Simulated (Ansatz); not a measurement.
Level of theory: PBE (plane waves to 420 eV, PAW; Ansatz, a quantum-chemistry and plane-wave program).

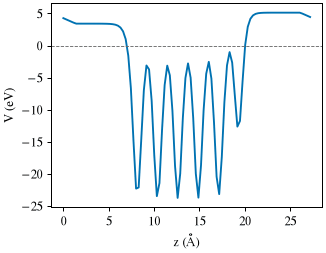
Planar average of the electrostatic potential across the slab, in eV from the Fermi level, for the (100) surface of rock-salt TaC, half the Ta sites of the top plane empty, c(2x2) (bottom of the slab: a bare face, its two planes held)

Slab: 23 atoms, 11.2 Å thick at the start; k 9x9x1, smearing 0.1 eV, dipole-corrected; 8 atoms held, the rest relaxed; start symmetry kept, larger cells not searched; no spin, no spin-orbit, no U. It is one candidate, not shown to be the stable structure of the face.

Question: The surface cell has an area of 20.03 Å². What dipole along the normal does the step between the two vacuum levels imply?

Answer: the top vacuum level lies 1.71 eV above the bottom one; p = −ε₀ A ΔV (ε₀ = 0.005526 e/(V·Å)) gives -0.19 e·Å a cell.
